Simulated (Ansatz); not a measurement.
# A computed series for CdSe: pressure series

Base system: CdSe in the wurtzite structure (space group P6_3mc, No. 186; a = 4.383 Å, c = 7.154 Å).

Cell and atoms are relaxed at each pressure.

Calculations: DFT with PBE, PAW potentials and a 420 eV plane-wave cutoff in Ansatz (a first-principles code), no SOC.

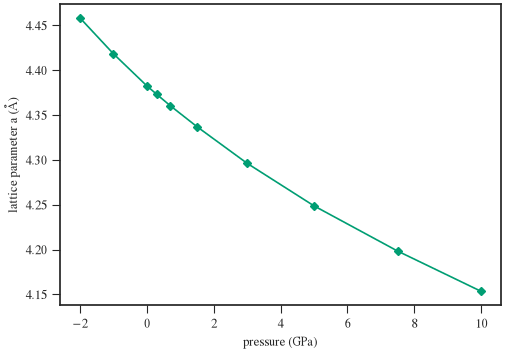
Fig. 1. Lattice parameter a against pressure

```csv
pressure (GPa),lattice parameter a
-2,4.459 Å
-1,4.419 Å
0.3,4.373 Å
0.7,4.361 Å
1.5,4.337 Å
3,4.296 Å
5,4.249 Å
7.5,4.198 Å
10,4.153 Å
```

Load acts through the strain it causes; cell and atoms are relaxed under it. Stability against distortions was not tested. Measured, CdSe leaves this structure (for rock salt) near 2.72 GPa (temperature not stated; as listed in Datta, Sujoy, Jana, Debnarayan, arXiv (2020)), on rising pressure, with hysteresis.
